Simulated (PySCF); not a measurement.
C3H7FPSi2 (doublet)

```xyz
14

C     2.9429    1.6252    0.0913
C     1.9652    0.5866    0.3172
C     1.1615   -0.3039    0.4775
Si   -0.1068   -1.5711    0.8533
Si   -2.0851   -1.4113   -0.2788
F    -3.0401   -2.4770    0.4926
P    -2.9836    0.6104    0.1205
H     3.4062    1.9119    1.0355
H     2.4623    2.5003   -0.3458
H     3.7180    1.2706   -0.5885
H     0.5990   -2.8585    0.9410
H    -2.3725   -1.8276   -1.6628
H    -3.7348    0.6551   -1.0382
H    -1.9328    1.2887   -0.4669
```

Geometry: GFN2-xTB.

Computed with UKS B3LYP, pcH-1 on C F H P Si, non-relativistic, mean-field spin-orbit, GIAO in PySCF.

What can the converged electron density, electron localisation function and spin density tell about the bonding?

Answer. C–C (1.21 Å): the density is about 2.8 e/Å³ at the midpoint; the ELF peaks at about 0.85 between the atoms: a short, multiple covalent bond.
C–Si (1.83 Å): ρ at the midpoint is about 0.93 e/Å³; the ELF peaks at about 0.95 between the atoms, as expected for localised, covalent bonding.
Si–Si (2.28 Å): ρ is about 0.69 e/Å³ halfway; the ELF peaks at about 1 between the atoms, as expected for a covalent bond.
The unpaired spin (1 electron) lies mostly on Si4 (about 0.7), C2 (about 0.1) and Si5 (about 0.1), in electrons by Hirshfeld's partition.

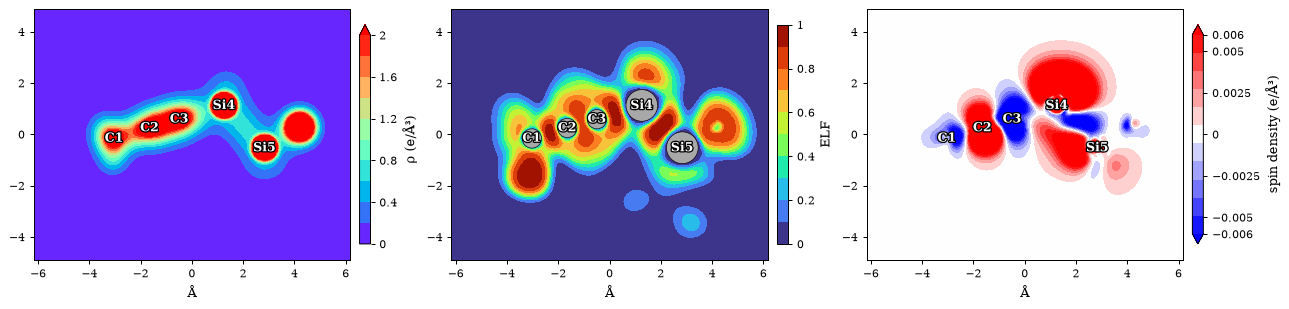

Computed electron density, electron localisation function and spin density on the plane of atoms C3, Si4 and Si5, in this order. Grey discs cover the atomic cores in the ELF map. 
